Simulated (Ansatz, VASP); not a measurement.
## BiB: VASP beside Ansatz

Wanted: the spread between two codes on one cell, functional and k mesh. The cell is invented: As first built, before any earlier steps moved the atoms: it takes the YAl structure with all of its atoms replaced by other elements, volume scaled by an estimate. It may not be a known or stable phase. The cell comes out of the VASP series on this material, whose earlier steps may have relaxed, scaled or displaced it; both programs get it as it stands.

Method: plane waves, with VASP 6.6.1 beside it; single point at PBE, band structure at PBE and band structure at PBE, spin-orbit coupling, in Ansatz 0.2.0.

### 1. The starting structure

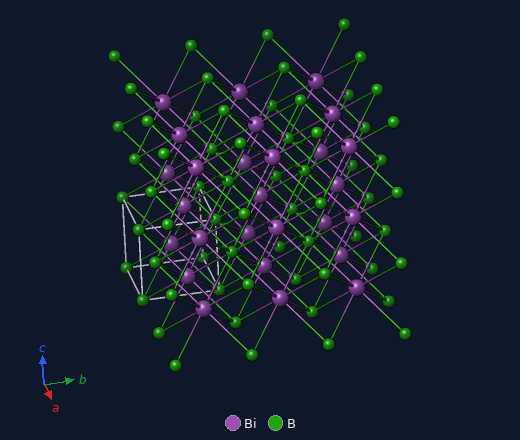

Start, viewed from a free direction; bismuth purple, boron green. 3×3×3 cells are drawn. Some periodic images of atoms are drawn too.

### 2. VASP: single point, PBE

With cell and atoms fixed, the geometry can't cause a difference; cores, projectors, grids and the points listed under the comparison can.

Lines of VASP's logs that name or quote its potential files are left out, and so is its time.

INCAR

```
SYSTEM = BiB
PREC = Accurate
ENCUT = 420
EDIFF = 1E-06
NELM = 100
ISMEAR = -1
SIGMA = 0.05
LREAL = .FALSE.
ALGO = Normal
GGA = PE
NBANDS = 15
LORBIT = 11
LWAVE = .FALSE.
LCHARG = .TRUE.
ISIF = 2
LELF = .TRUE.
LVHAR = .TRUE.
```

POSCAR

```
BiB
1.0
    3.3604657922      0.0000000000      0.0000000000
    0.0000000000      3.3604657922      0.0000000000
    0.0000000000      0.0000000000      3.3604657922
Bi B
1 1
Direct
    0.5000000000      0.5000000000      0.5000000000
    0.0000000000      0.0000000000      0.0000000000
```

KPOINTS

```
Automatic mesh
0
Gamma
7 7 7
0 0 0
```

The projector-augmented-wave data sets are Bi_d and B (PBE family, release 64).

The run is started by

```sh
> mpirun -np 1 vasp_std
```

Numbers of over 12 decimals in the logs are rounded to 6 here.

The log of the run:

```text
[banner, memory and clock lines left out]
running    1 mpi-ranks, on    1 nodes
 distrk:  each k-point on    1 cores,    1 groups
 distr:  one band on    1 cores,    1 groups

 POSCAR found type information on POSCAR BiB
 POSCAR found :  2 types and       2 ions
 LDA part: xc-table for (Slater+PW92), standard interpolation
 POSCAR, INCAR and KPOINTS ok, starting setup
 FFT: planning ... GRIDC
 FFT: planning ... GRID_SOFT
 FFT: planning ... GRID
 WAVECAR not read
 entering main loop
       N       E                     dE             d eps       ncg     rms          rms(c)
DAV:   1     0.117922567563E+03    0.11792E+03   -0.89448E+03   600   0.126E+03
DAV:   2    -0.553924540217E+00   -0.11848E+03   -0.11524E+03   642   0.320E+02
DAV:   3    -0.750482820215E+01   -0.69509E+01   -0.69081E+01   796   0.781E+01
DAV:   4    -0.765462462187E+01   -0.14980E+00   -0.14978E+00   718   0.124E+01
DAV:   5    -0.765901200906E+01   -0.43874E-02   -0.43873E-02   850   0.177E+00    0.198E+00
DAV:   6    -0.742978527970E+01    0.22923E+00   -0.65866E-01   813   0.558E+00    0.582E-01
DAV:   7    -0.743054513214E+01   -0.75985E-03   -0.62564E-02   747   0.132E+00    0.342E-01
DAV:   8    -0.742971063838E+01    0.83449E-03   -0.40260E-03   719   0.728E-01    0.583E-02
DAV:   9    -0.742950207951E+01    0.20856E-03   -0.68954E-04   784   0.228E-01    0.208E-02
DAV:  10    -0.742950601763E+01   -0.39381E-05   -0.75126E-05   747   0.729E-02    0.695E-03
DAV:  11    -0.742950561456E+01    0.40307E-06   -0.86599E-06   768   0.304E-02
   1 F= -.74295056E+01 E0= -.74214871E+01  d E =-.160371E-01
```

Parts of OUTCAR (step 2):

```text
ion  position               nearest neighbor table
   1  0.500  0.500  0.500-   2 2.91   2 2.91   2 2.91   2 2.91   2 2.91   2 2.91   2 2.91   2 2.91

  LATTYP: Found a simple cubic cell.
 ALAT       =     3.3604657922

 Subroutine GETGRP returns: Found 48 space group operations
 (whereof 48 operations were pure point group operations)

The static configuration has the point symmetry O_h .

 Found     20 irreducible k-points:

   k-points           NKPTS =     20   k-points in BZ     NKDIM =     20   number of bands    NBANDS=     15

   dimension x,y,z NGX =    24 NGY =   24 NGZ =   24
   dimension x,y,z NGXF=    48 NGYF=   48 NGZF=   48

   ENCUT  =  420.0 eV  30.87 Ry    5.56 a.u.   5.62  5.62  5.62*2*pi/ulx,y,z

   NELECT =      18.0000    total number of electrons

 k-points in reciprocal lattice and weights: Automatic mesh
   0.00000000  0.00000000  0.00000000       0.003
   0.14285714  0.00000000  0.00000000       0.017
   0.28571429  0.00000000  0.00000000       0.017
   0.42857143  0.00000000  0.00000000       0.017
   0.14285714  0.14285714  0.00000000       0.035
   0.28571429  0.14285714  0.00000000       0.070
   0.42857143  0.14285714  0.00000000       0.070
   0.28571429  0.28571429  0.00000000       0.035
   0.42857143  0.28571429  0.00000000       0.070
[...]
0.42857143  0.42857143  0.28571429       0.070
   0.42857143  0.42857143  0.42857143       0.023

 average (electrostatic) potential at core
       1-103.2677       2 -26.0285

 E-fermi :   8.2323

 k-point     1 :       0.0000    0.0000    0.0000
  band No.  band energies     occupation
    ...
      6      -6.1142      2.00000
      7       5.3451      2.00000
      8       7.2492      2.00000
      9       7.2492      2.00000
     10       7.2492      2.00000
     11      13.6555      0.00000
     12      13.6555      0.00000
     13      15.6109      0.00000
     14      15.6109      0.00000
     15      15.6109      0.00000

 k-point     2 :       0.1429    0.0000    0.0000
  band No.  band energies     occupation
    ...
      6      -5.8608      2.00000
      7       3.9802      2.00000
      8       7.5358      2.00000
      9       7.5358      2.00000
     10       7.6570      1.99998
     11      13.8515      0.00000
     12      13.9607      0.00000
     13      15.0118      0.00000
     14      15.0118      0.00000
     15      15.9477      0.00000

 k-point     3 :       0.2857    0.0000    0.0000
  band No.  band energies     occupation
    ...
      3     -15.0639      2.00000
      4     -15.0639      2.00000
      5     -15.0197      2.00000
      6      -5.1360      2.00000
      7       1.6693      2.00000
      8       8.3399      0.20806
      9       8.3616      0.14015
     10       8.3616      0.14015
     11      12.4823      0.00000
     12      13.4862      0.00000
    ...

  Total       -0.0104398     -0.0104398     -0.0104398     -0.0000000      0.0000000     -0.0000000
  in kB       -0.4407610     -0.4407610     -0.4407610     -0.0000000      0.0000000     -0.0000000
  external PRESSURE =      -0.4407610 kB  Pullay stress =       0.0000000 kB

  energy-cutoff  :      420.00
  volume of cell :       37.95
      direct lattice vectors                 reciprocal lattice vectors
     3.360465792  0.000000000  0.000000000     0.297577795  0.000000000  0.000000000
     0.000000000  3.360465792  0.000000000     0.000000000  0.297577795  0.000000000
     0.000000000  0.000000000  3.360465792     0.000000000  0.000000000  0.297577795

 POSITION                                       TOTAL-FORCE (eV/Angst)
 -----------------------------------------------------------------------------------
      1.68023      1.68023      1.68023         0.000000      0.000000      0.000000
      0.00000      0.00000      0.00000         0.000000      0.000000      0.000000
 -----------------------------------------------------------------------------------
    total drift:                                0.000000     -0.000000     -0.000000

  FREE ENERGIE OF THE ION-ELECTRON SYSTEM (eV)
  ---------------------------------------------------
  free  energy   TOTEN  =        -7.4295056146 eV

  energy  without entropy=       -7.4134685073  energy(sigma->0) =       -7.42148706

 total charge
# of ion       s       p       d       tot
------------------------------------------
    1        1.568   1.198   9.959  12.726
    2        0.824   0.647   0.000   1.472
--------------------------------------------------
tot          2.393   1.845   9.959  14.197

[... 3 further parts left out ...]
```

The run ends at a pressure of -0.04 GPa.

### 3. Ansatz: single point, PBE

Ansatz runs on its default PAW (the set named soft_2) files.

The same cell, functional, mesh and smearing now go to Ansatz, which takes its cutoff from its data sets.

input.yaml

```yaml
crystal:
  lattice:
    - [3.3604657922, 0.0, 0.0]
    - [0.0, 3.3604657922, 0.0]
    - [0.0, 0.0, 3.3604657922]
  atoms:
    - { symbol: Bi, position: [0.5, 0.5, 0.5] }
    - { symbol: B, position: [0.0, 0.0, 0.0] }
hamiltonian:
  xc: pbe
  pseudopotentials: { kind: paw }
kpoints:
  mp_grid: { grid: [7, 7, 7] }
scf:
  occupations: { method: fermi_dirac, width: 0.05 }
  n_extra_bands: 4
output:
  forces: true
  stress: true
  eigenvalues: true
```

The run is started by

```sh
> ansatz run input.yaml --threads 2 --pin off --max-ram 4608MiB --backend cpu --events-out ev --progress --plain --runs-dir out
```

The log of the run:

```text
scf.n_extra_bands = 4 over 9 filled bands (N_el = 18.0): the run solves 13 bands
Engine: ansatz 0.2.0, aarch64-unknown-linux-gnu
Pseudopotentials: kind: paw
Pseudopotential: Bi, paw, valence charge 15, recommended cutoff 420 eV (normal), Bi.paw.azcp
Pseudopotential: B, paw, valence charge 3, recommended cutoff 420 eV (normal), B.paw.azcp
Functional definition: PBE
  parameter kappa = 0.804
  parameter beta = 0.066725
  exchange = pbe_x(kappa = kappa, mu = beta*pi^2/3)
  correlation = pbe_c(beta = beta)
Crystal: 2 atoms, lattice volume = 37.949 Å³
Basis set: ecut = 420 eV, 739 PW (Γ), exchange–correlation on 48×48×48 points (8 copies of the dense FFT grid, shifted against one another)
Bands: 13, of which v1, the nominal top of the filled ones, is band 9 counted from 1 (8 counted from 0)
Symmetry: 48 space group operations
Space group: Pm-3m (ITA 221), of the structure as read, at distance tolerance 3.4e-5 Å
k-points: 20 of 343
Non-local potential: Bi, projectors of the file, l = 0: 2, l = 1: 2, l = 2: 2, l = 3: 2
Non-local potential: B, projectors of the file, l = 0: 2, l = 1: 2, l = 2: 1
PAW form: soft (Blöchl's): semilocal exchange-correlation on the pseudo side does not see the compensation charge
PAW one-centre angular grid: Bi, 590 points (default); XC on 64 Gauss nodes
PAW one-centre angular grid: B, 110 points (default); XC on 64 Gauss nodes
Initial density: superposition of atomic densities (neutral atoms: chi_scale 0, normalization atom), corrected by the library's trained network
Initial wavefunctions: pseudopotential atomic-orbital guess
Functional: x = pbe(κ = 0.804, μ = 0.219515), c = pbe(β = 0.066725)
SCF iter   1: F=—  HF=-12549.303899 eV  |F-HF|=—  |Δ(HF+E_count)|=         —  Δρ=1.32e-3  dr2=5.37e-4  ethr=1.77e-3  ⟨swp⟩=5.2  Hψ=1321  notcnv=0
preconditioner: auto → none  [insulator: Δε(μ)=0.448 eV  Ē_g=18.701 eV  σ=0.050 eV  W_gap=0.63  n_scr=6 (ndim 8)  ℏωp=25.6 eV  f_vac=0.000  D(μ)=1.90/eV (n_scr^D=18)  ε∞_Penn≈2.9]
SCF iter   2: F=—  HF=-12549.303539 eV  |F-HF|=—  |Δ(HF+E_count)|=   3.60e-4  Δρ=7.10e-4  dr2=1.08e-4  ethr=2.98e-6  ⟨swp⟩=2.6  Hψ=635  notcnv=0
SCF iter   3: F=—  HF=-12549.303574 eV  |F-HF|=—  |Δ(HF+E_count)|=   3.47e-5  Δρ=2.78e-4  dr2=1.62e-5  ethr=6.01e-7  ⟨swp⟩=2.0  Hψ=441  notcnv=0
SCF iter   4: F=—  HF=-12549.303590 eV  |F-HF|=—  |Δ(HF+E_count)|=   1.62e-5  Δρ=4.46e-5  dr2=3.84e-7  ethr=8.99e-8  ⟨swp⟩=2.0  Hψ=341  notcnv=0
iter 5 did not close the SCF: its close was put off for the readings that it lacked (scf_convergence_deferred on its scf_iter line)
SCF iter   5: F=-12549.303590 eV  HF=-12549.303590 eV  |F-HF|=5.26e-10  |Δ(HF+E_count)|=   9.65e-8  Δρ=7.10e-6  dr2=6.75e-9  ethr=2.14e-9  ⟨swp⟩=2.0  Hψ=387  notcnv=0
SCF iter   6: F=-12549.303590 eV  HF=-12549.303590 eV  |F-HF|=1.64e-11  |Δ(HF+E_count)|=   2.48e-9  Δρ=3.31e-7  dr2=2.36e-11  ethr=3.75e-11  ⟨swp⟩=2.7  Hψ=1022  notcnv=0
SCF 1 converged in 6 iterations: F = -12549.303590 eV  dr2 = 2.36e-11
  greatest PAW one-centre occupation: 0.988 electrons in one spin orbital (limit 2), on the Bi atom at site 0 (counted from 0), in its partial waves of l = 2
SCF converged after 6 iterations
Free energy (F): -12549.303590 eV
Harris-Foulkes:  -12549.303590 eV  (|F-HF|=1.64e-11)
Internal energy: -12549.287480 eV  (E = F + TS)
E sigma→0 (E₀):  -12549.295535 eV
Entropy (-TS):   -0.016110 eV (-8.055 meV/atom)
Fermi energy:    11.978920 eV
--- Per-component energies (eV) ---
  E_band       = -64.098311
  E_kinetic    = 339.881960
  E_local      = -1418.950732  (includes V_loc(G=0)·N_el)
  E_nonlocal   = 575.974172
  E_hartree    = 453.466313
  E_xc         = -180.929021
  E_vxc        = -179.131428  (∫ρ·V_xc dr)
  E_paw        = -10741.626118  (= ΣΔE_a)
  E_vpaw       = -288.804654  (= ΣTr[D̂ρ^β])
  E_aug_tail   = -0.000418  (compensation charges beyond the density's cutoff)
  E_ewald      = -1577.103636
  E_smearing   = -0.016110  (= −TS)
  E_closure    = 0.000000  (closes the sum)
  Σ components = -12549.303590   (vs F -12549.303590, Δ=0.00e0)
--- Forces (eV/Å), atoms counted from 1 ---
  atom   1  Bi     0.00000000    -0.00000000     0.00000000
  atom   2  B     -0.00000000     0.00000000    -0.00000000
  max |Σ_I F_I| component: 6.49e-29 eV/Å
--- Stress (GPa, compression-positive) ---
       -0.028433       0.000000       0.000000
        0.000000      -0.028433       0.000000
        0.000000       0.000000      -0.028433
  P = ⅓ Tr σ = -0.0284 GPa (-0.284 kbar)
--- Band table (eV; the first three rows and the last of 20) ---
  k-point 0: bands = [... 5 lower, -2.3602, 9.0997, 10.9941, 10.9941, 10.9941, 17.3979, 17.3979, 19.3576]
  k-point 1: bands = [... 5 lower, -2.1066, 7.7310, 11.2807, 11.2807, 11.4053, 17.5938, 17.7056, 18.7583]
  k-point 2: bands = [... 5 lower, -1.3809, 5.4177, 12.0897, 12.1063, 12.1063, 16.2298, 17.2322, 17.2322]
  k-point 19: bands = [... 5 lower, 2.9266, 7.1707, 9.0362, 9.1055, 9.1055, 11.2547, 11.2547, 12.4387]
```

The job ended after 0.85 s (2 threads of Arm Neoverse N1, shared host; peak memory 0.27 GiB; 1.4 s of CPU time).

The run ends at a pressure of -0.03 GPa.

### 4. Side by side

Known differences besides the PAW data sets themselves: VASP leaves aspherical gradient terms in its spheres out (LASPH is not set), Ansatz keeps them. Total energies have different zeros and are not compared.

Both answers:

```csv
quantity,Ansatz,VASP,difference
pressure (GPa),-0.03,-0.04,+0.02
```

Ansatz's pressure holds a Pulay correction of 0.08 GPa; VASP's holds none.

### 5. Ansatz: band structure, PBE

The same path points are solved in both programs, so levels can be compared one by one.

The cell comes out of the VASP series on this material, whose earlier steps may have relaxed, scaled or displaced it; both programs get it as it stands.

input.yaml, the sections that differ from step 3:

```yaml
kpoints:
  mp_grid: { grid: [7, 7, 7] }
  band_path:
    path:
      - [0.0, 0.0, 0.0]
      - [0.0, 0.1, 0.0]
      - [0.0, 0.2, 0.0]
      - [0.0, 0.3, 0.0]
      - [0.0, 0.43333, 0.0]
      - [0.0, 0.5, 0.0]
      - [0.1, 0.5, 0.0]
      - [0.2, 0.5, 0.0]
      - [0.33333, 0.5, 0.0]
      - [0.43333, 0.5, 0.0]
      - [0.5, 0.5, 0.0]
      - [0.36667, 0.36667, 0.0]
      - [0.26667, 0.26667, 0.0]
      - [0.16667, 0.16667, 0.0]
      - [0.06667, 0.06667, 0.0]
      - [0.03333, 0.03333, 0.03333]
      - [0.13333, 0.13333, 0.13333]
      - [0.23333, 0.23333, 0.23333]
      - [0.33333, 0.33333, 0.33333]
      - [0.46667, 0.46667, 0.46667]
      - [0.46667, 0.5, 0.46667]
      - [0.36667, 0.5, 0.36667]
      - [0.23333, 0.5, 0.23333]
      - [0.13333, 0.5, 0.13333]
      - [0.03333, 0.5, 0.03333]
      - [0.5, 0.5, 0.03333]
      - [0.5, 0.5, 0.16667]
      - [0.5, 0.5, 0.26667]
      - [0.5, 0.5, 0.36667]
      - [0.5, 0.5, 0.5]
    npoints: 1
scf:
  occupations: { method: fermi_dirac, width: 0.05 }
  n_extra_bands: 7
# crystal, hamiltonian, output: as in step 3
```

The log of the run:

```text
[...]
Crystal: 2 atoms, lattice volume = 37.949 Å³
Basis set: ecut = 420 eV, 739 PW (Γ), exchange–correlation on 48×48×48 points (8 copies of the dense FFT grid, shifted against one another)
Bands: 16, of which v1, the nominal top of the filled ones, is band 9 counted from 1 (8 counted from 0)
Symmetry: 48 space group operations
[...]
k-points: 20 of 343
[...]
k-point 0: bands = [... 5 lower, -2.3602, 9.0997, 10.9941, 10.9941, 10.9941, 17.3979, 17.3979, 19.3576, ... 3 higher]
  k-point 1: bands = [... 5 lower, -2.1066, 7.7310, 11.2807, 11.2807, 11.4053, 17.5938, 17.7056, 18.7583, ... 3 higher]
  k-point 2: bands = [... 5 lower, -1.3809, 5.4177, 12.0897, 12.1063, 12.1063, 16.2298, 17.2322, 17.2322, ... 3 higher]
  k-point 19: bands = [... 5 lower, 2.9266, 7.1707, 9.0362, 9.1055, 9.1055, 11.2547, 11.2547, 12.4387, ... 3 higher]
[key lines of the parts left out:]
SCF converged after 6 iterations
Free energy (F): -12549.303590 eV
Fermi energy:    11.978920 eV
P = ⅓ Tr σ = -0.0284 GPa (-0.284 kbar)
```

Wall time 1.4 s (2 threads); peak memory 0.27 GiB.

### 6. VASP: band structure, PBE

The same cell, functional, mesh and smearing now go to VASP, with its own data sets and cutoff.

INCAR

```
SYSTEM = BiB
PREC = Accurate
ENCUT = 420
EDIFF = 1E-06
NELM = 100
ISMEAR = -1
SIGMA = 0.05
LREAL = .FALSE.
ALGO = Normal
GGA = PE
NBANDS = 21
LORBIT = 11
LWAVE = .FALSE.
LCHARG = .FALSE.
```

POSCAR is that of step 2.

KPOINTS is that of step 2.

KPOINTS_OPT

```
Line mode
16
Line-mode
Reciprocal
  0.00000000   0.00000000   0.00000000 GAMMA
  0.00000000   0.50000000   0.00000000 X

  0.00000000   0.50000000   0.00000000 X
  0.50000000   0.50000000   0.00000000 M

  0.50000000   0.50000000   0.00000000 M
  0.00000000   0.00000000   0.00000000 GAMMA

  0.00000000   0.00000000   0.00000000 GAMMA
  0.50000000   0.50000000   0.50000000 R

  0.50000000   0.50000000   0.50000000 R
  0.00000000   0.50000000   0.00000000 X

  0.50000000   0.50000000   0.00000000 M
  0.50000000   0.50000000   0.50000000 R
```

The run is started by

```sh
> mpirun -np 1 vasp_std
```

The log of the run:

```text
[... set-up lines as in an earlier step ...]
 entering main loop
       N       E                     dE             d eps       ncg     rms          rms(c)
DAV:   1     0.140793198553E+03    0.14079E+03   -0.81926E+03   850   0.906E+02
DAV:   2     0.279563924218E+01   -0.13800E+03   -0.13093E+03   891   0.284E+02
DAV:   3    -0.742489923917E+01   -0.10221E+02   -0.10126E+02   998   0.709E+01
DAV:   4    -0.765217260975E+01   -0.22727E+00   -0.22704E+00  1055   0.108E+01
[...]
DAV:   9    -0.742950173638E+01    0.10323E-03   -0.32432E-04  1209   0.124E-01    0.195E-02
DAV:  10    -0.742950556326E+01   -0.38269E-05   -0.33322E-05  1079   0.325E-02    0.488E-03
DAV:  11    -0.742950544717E+01    0.11609E-06   -0.24116E-06   898   0.147E-02
   1 F= -.74295054E+01 E0= -.74214865E+01  d E =-.160378E-01
 Start KPOINTS_OPT (optional k-point list driver)
k-point batch [1-20\96]
       N       E                     dE             ncg
DAV:   1     0.476862793553E+03   -0.52748E+04      873
DAV:   2    -0.225688015593E+04   -0.27337E+04      885
DAV:   3    -0.246579151588E+04   -0.20891E+03      960
DAV:   4    -0.247101308759E+04   -0.52216E+01     1088
DAV:   5    -0.247116739205E+04   -0.15430E+00     1138
DAV:   6    -0.247117406658E+04   -0.66745E-02     1197
DAV:   7    -0.247117412694E+04   -0.60356E-04     1155
DAV:   8    -0.247117412836E+04   -0.14252E-05      922
DAV:   9    -0.247117412844E+04   -0.81282E-07      778
[...]
k-point batch [81-96\96]
       N       E                     dE             ncg
DAV:   1     0.211594506074E+04   -0.10984E+05      698
DAV:   2    -0.104820230451E+03   -0.22208E+04      680
DAV:   3    -0.276196876108E+03   -0.17138E+03      883
DAV:   4    -0.280051971477E+03   -0.38551E+01      857
DAV:   5    -0.280158464103E+03   -0.10649E+00      893
DAV:   6    -0.280164195374E+03   -0.57313E-02      964
DAV:   7    -0.280164226597E+03   -0.31222E-04      880
DAV:   8    -0.280164227174E+03   -0.57724E-06      680
```

Parts of OUTCAR (step 6):

```text
  Total       -0.0073558     -0.0073558     -0.0073558      0.0000000      0.0000000     -0.0000000
  in kB       -0.3105593     -0.3105593     -0.3105593      0.0000000      0.0000000     -0.0000000
  external PRESSURE =      -0.3105593 kB  Pullay stress =       0.0000000 kB

  FREE ENERGIE OF THE ION-ELECTRON SYSTEM (eV)
  ---------------------------------------------------
  free  energy   TOTEN  =        -7.4295054472 eV

  energy  without entropy=       -7.4134676367  energy(sigma->0) =       -7.42148654

[... 2 parts as in an earlier step ...]

[... 2 further parts left out ...]
[key lines of the parts left out:]
E-fermi :   8.2324
```

The run ends at a pressure of -0.03 GPa.

### 7. Differences

The two programs side by side:

```csv
quantity,Ansatz,VASP,difference
pressure (GPa),-0.03,-0.03,0.00
```

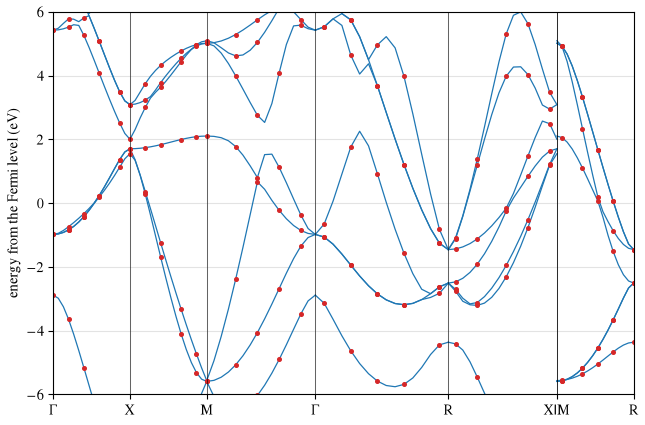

Bands from VASP (lines) and levels from Ansatz (dots). Dots without a line are higher empty bands that the VASP plot leaves out.

Levels from 3 eV below to 2 eV above the Fermi level differ by 2 meV r.m.s. and 8 meV at most; each VASP level is matched to the nearest of Ansatz, which flatters the figure a little. Ansatz's pressure holds a Pulay correction of 0.08 GPa; VASP's holds none.

(Part 1 of 2 ends here.)

[Lines on the potential files, build, host, timing and source positions are cut from VASP's logs without a mark.]

[Logs are printed without paths, hosts, clocks, repeated set-up lines and the standing remarks that a program may print on its own settings, such as how far it seeks lower states.]

[Hosts, paths, dates, database ids (printed as entryN), source tags and the programs' standing remarks are cut or masked in the printed files.]
